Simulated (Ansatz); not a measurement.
**F3HSZr···HF: density, localisation and related maps**

Input file:

```
crystal:
  periodic: [false, false, false]
  atoms:
    - { symbol: Zr, position_ang: [-0.529388, -0.091471, -0.482597] }
    - { symbol: F, position_ang: [-0.211502, 0.870258, 2.521205] }
    - { symbol: F, position_ang: [1.077931, -0.91718, 0.092099] }
    - { symbol: F, position_ang: [-0.274858, 1.748098, -0.854689] }
    - { symbol: F, position_ang: [-1.018726, -0.964156, -2.088081] }
    - { symbol: S, position_ang: [-2.49757, -0.492978, 1.066869] }
    - { symbol: H, position_ang: [-3.127823, -1.423228, 0.340378] }
    - { symbol: H, position_ang: [-0.887464, 0.397857, 2.909115] }
basis:
  gaussian: { orbitals: def2-SVP }
hamiltonian:
  xc: hf
relax:
  f_tol: 0.03
  max_steps: 50
output:
  orbitals: {}
```

Run with:

```sh
ansatz run input.yaml --threads 2 --pin off --max-ram 3072MiB --backend cpu --events-out ev --progress --plain --runs-dir out
```

The fields are those of the run's last geometry, not of the input's.

Core potentials replace the inner electrons of Zr.

All numbers below come from RHF/def2-SVP in Ansatz.

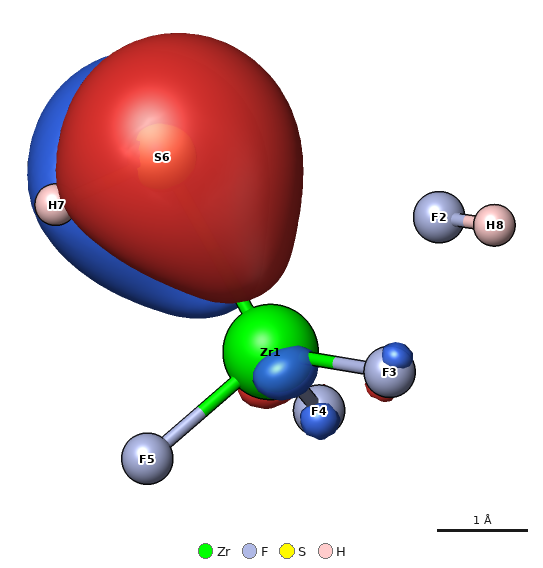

Figure 1. The HOMO at ±0.1 Å⁻³ᐟ² (red and blue are the two phases), seen across its widest extent.

What is the character of this orbital?

It lies mainly on S6 (about 85 %); largely a lone pair of S6. Its energy is −10.53 eV.

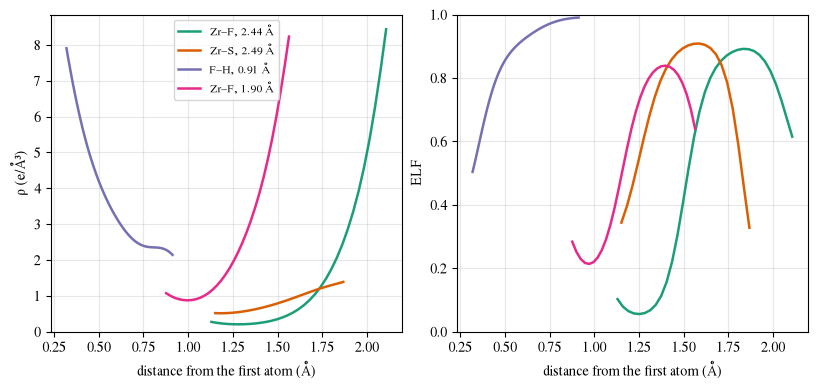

Figure 2. Electron density and ELF along straight lines between neighbouring atoms. The curves leave out the atomic cores.

What can be read from the curves?

Zr1···F2 (2.44 Å): the density falls to about 0.2 e/Å³ on the way; the ELF dips to about 0.05 between them.
Zr–S (2.49 Å): ρ at the midpoint is about 0.53 e/Å³; the ELF peaks at about 0.90 in the valence shell of S, 0.9 Å from its nucleus, and is about 0.55 at the midpoint.
F–H (0.91 Å): ρ at the midpoint is about 4.8 e/Å³; the ELF climbs to about 1 towards the hydrogen, as it does in any bond to H: a covalent bond by its length.
Zr–F (1.90 Å): ρ at the midpoint is about 0.91 e/Å³; the ELF peaks at about 0.85 in the valence shell of F, 0.5 Å from its nucleus, and drops to about 0.20 between the two atoms.

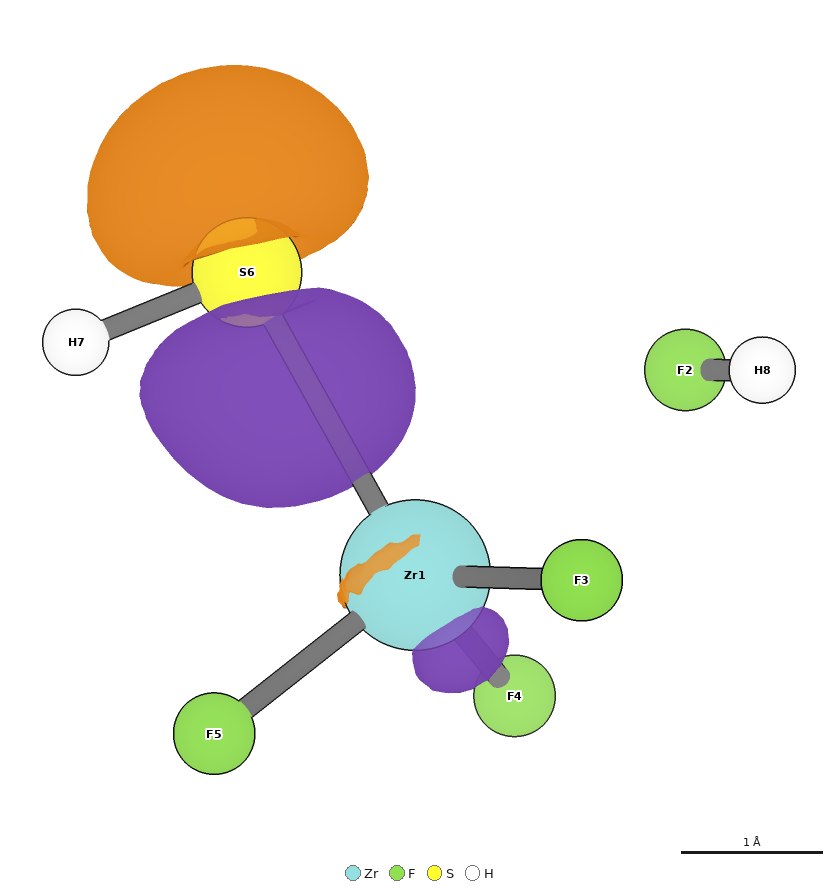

Figure 3. The HOMO−1 at ±0.2 Å⁻³ᐟ² (orange and purple are the two phases), seen across its widest extent.

Where does this orbital lie, and at what energy?

Its weight (Hirshfeld) is mainly on S6 (about 80 %) and Zr1 (about 15 %). Its energy is −11.66 eV.
